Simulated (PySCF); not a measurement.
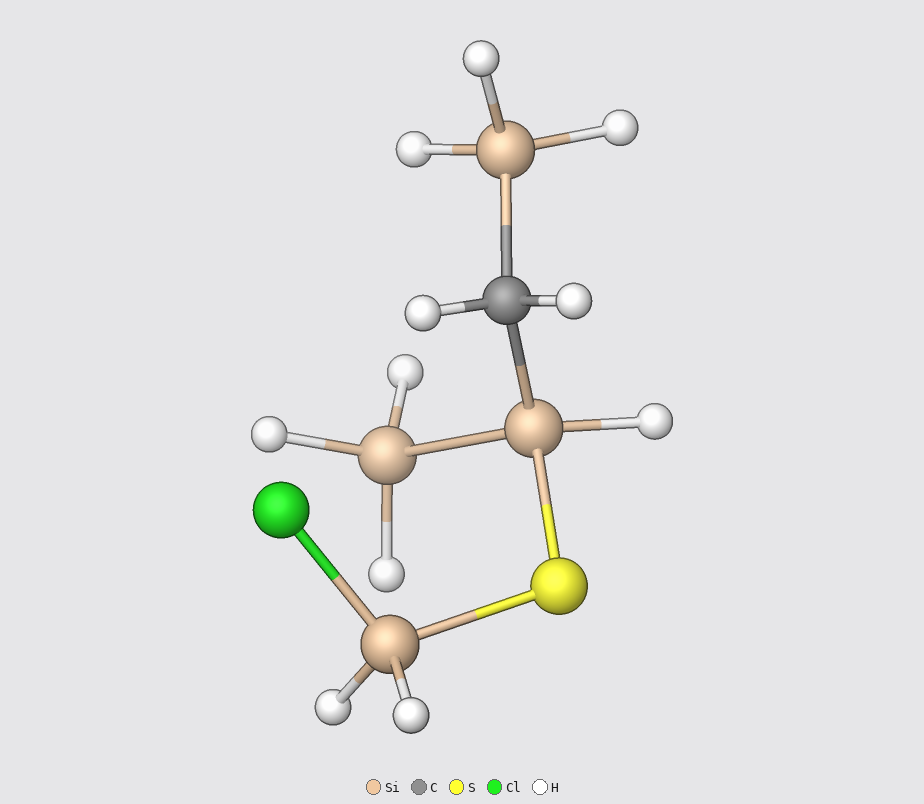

Rendered structure (ball-and-stick style).

Computed geometry: GFN2-xTB optimisation. No frequency run is at hand to confirm it as a minimum.

> Which formula does it have?

CH₁₁ClSSi₄, 18 atoms: 1 carbon, 11 hydrogen, 1 chlorine, 1 sulfur and 4 silicon.

> Count the bonded pairs by element.

9 Si–H, 2 C–Si, 2 S–Si, 2 C–H, 1 Si–Si, 1 Cl–Si.

More results for the same structure follow; atom numbers are the same in all pictures, views and colours differ.

### Symmetry

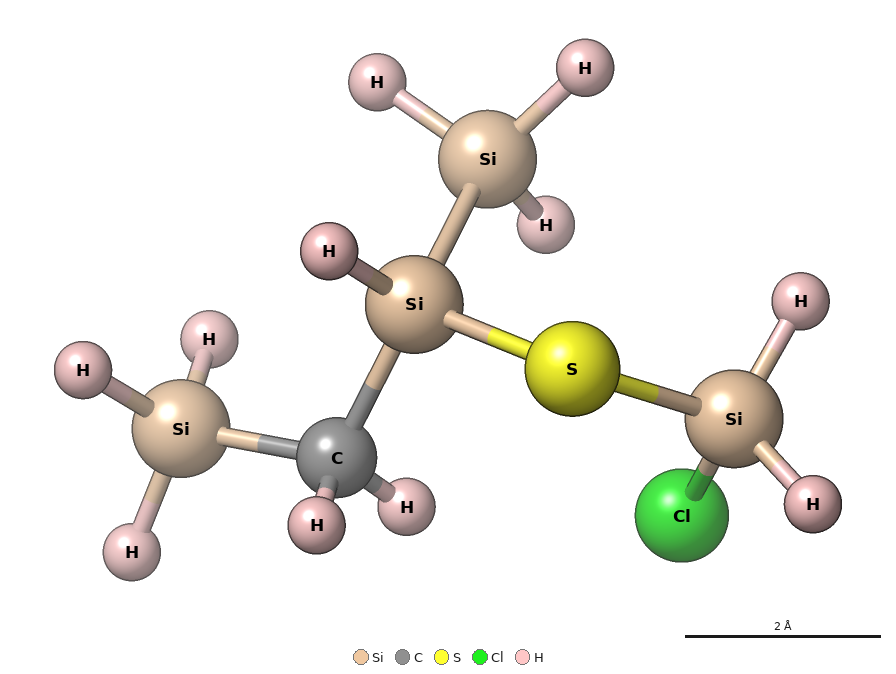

Atoms fade into the background with distance from the viewer. No frequency run is at hand to confirm it as a minimum. Masses are those of the most abundant isotopes; constants are for the rigid equilibrium geometry.

> What kind of rotor is it, and what are its rotational constants in MHz?

An asymmetric top (C1): A = 1027, B = 510, C = 477 MHz. Ray's parameter κ is −0.88, close to the prolate limit.

### Quadrupole coupling

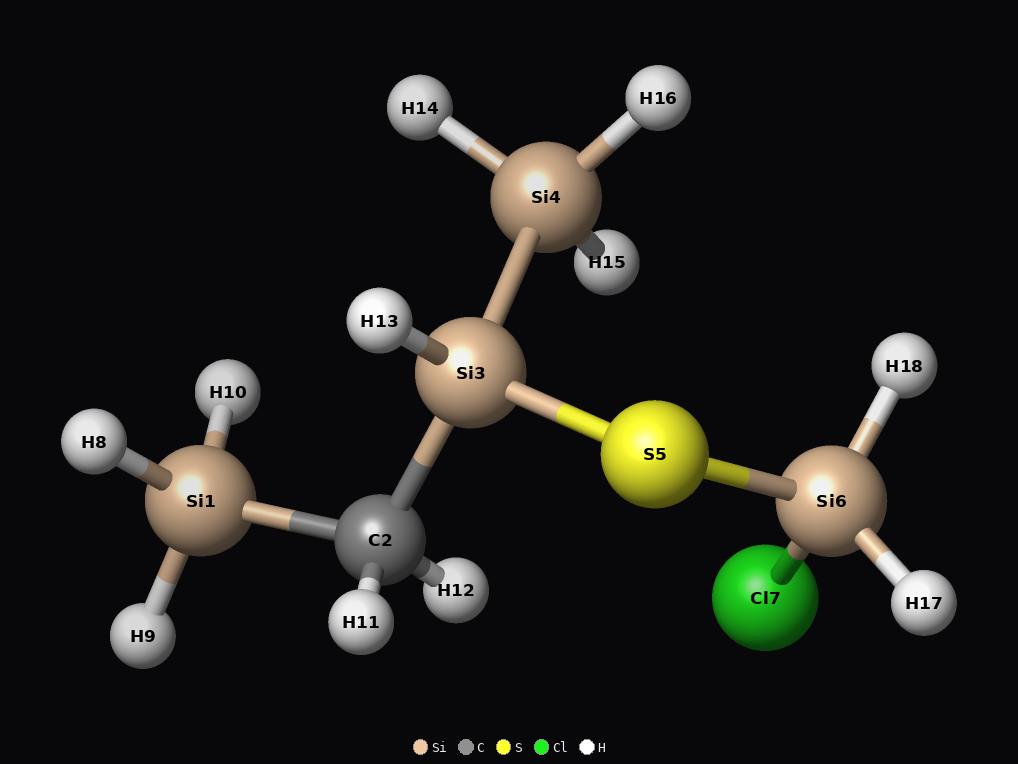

No frequency run is at hand to confirm it as a minimum. Electric field gradients from the ground-state density, PBE0/pcSseg-1 (PySCF 2.14.0), non-relativistic apart from any core potentials.

Give the largest field-gradient component, the quadrupole coupling constant and the asymmetry for 33S at S5 (Q = −67.81 mb), 35Cl at Cl7 (Q = −81.7 mb), 2H at H8 (Q = 2.86 mb), 2H at H9 (Q = 2.86 mb).

```tsv
atom	V_zz (a.u.)	e²qQ/h (MHz)	η
S5	−1.620	25.8	0.65
Cl7	2.096	−40.2	0.11
H8	0.162	0.109	0.01
H9	0.162	0.109	0.01
```

### Electronic properties

No frequency run is at hand to confirm it as a minimum. Properties computed with PBE0/pcSseg-1, gas phase (PySCF 2.14.0).

> Estimate the dipole moment.

0.70 D.

> What is the HOMO energy (Kohn–Sham orbital)?

−7.41 eV.

> What is the LUMO energy (Kohn–Sham orbital)?

−0.77 eV.

### NMR shielding

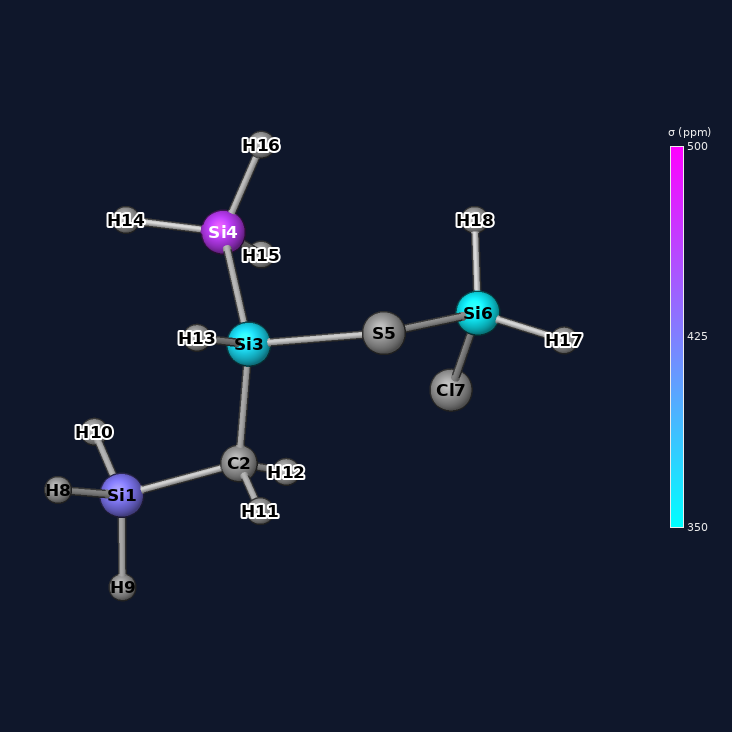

Atoms are coloured by their isotropic NMR shieldings (Si only, the others grey). No frequency run is at hand to confirm it as a minimum. Level of theory: GIAO PBE0/pcSseg-1 NMR shielding, non-relativistic, gas phase (PySCF 2.14.0).

List the isotropic NMR shieldings of the Si atoms.

```
atom  σ (ppm)
 Si1    427.6
 Si3    365.3
 Si4    464.6
 Si6    357.9
```

The geometry is semi-empirical. Around Si such bond lengths and angles can be off by a tenth of an ångström or more and by several degrees, and values that hang on the shape move with them.
